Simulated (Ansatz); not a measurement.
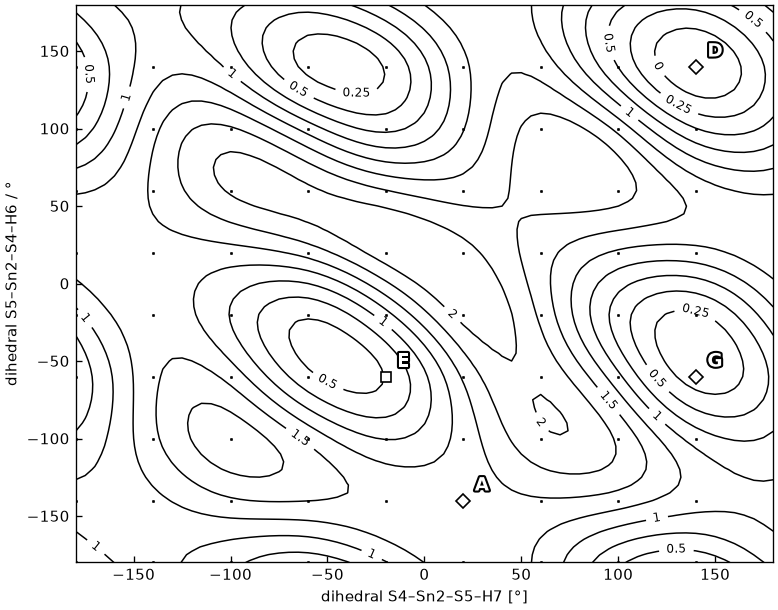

F₂H₂S₂Sn, SMILES [F][Sn]([F])([SH])[SH]. The first coordinate is: dihedral S4–Sn2–S5–H7; the second: dihedral S5–Sn2–S4–H6. Nothing is relaxed (all other coordinates rigid). The scan uses a 9 × 9 grid. Points are written as (first, second). Energies are in kcal/mol, from the relaxed molecule at the same level. Computed with RKS PBE-D4/def2-TZVP (Ansatz 0.2.0).

In the figure: contour lines labelled in kcal/mol, dots at the grid points, lettered points. Between grid points the surface is interpolated.

Rank the lettered points by energy, lowest first.

Answer. D (−0.23 kcal/mol), G (0.12 kcal/mol), E (0.51 kcal/mol), A (1.41 kcal/mol).

What kind of point is each of A, D, E, G: minimum, saddle, maximum or slope?

Answer. A: saddle point; D: minimum; E: minimum; G: minimum. (In these two coordinates alone; a stationary point may lie a little off the grid point.)
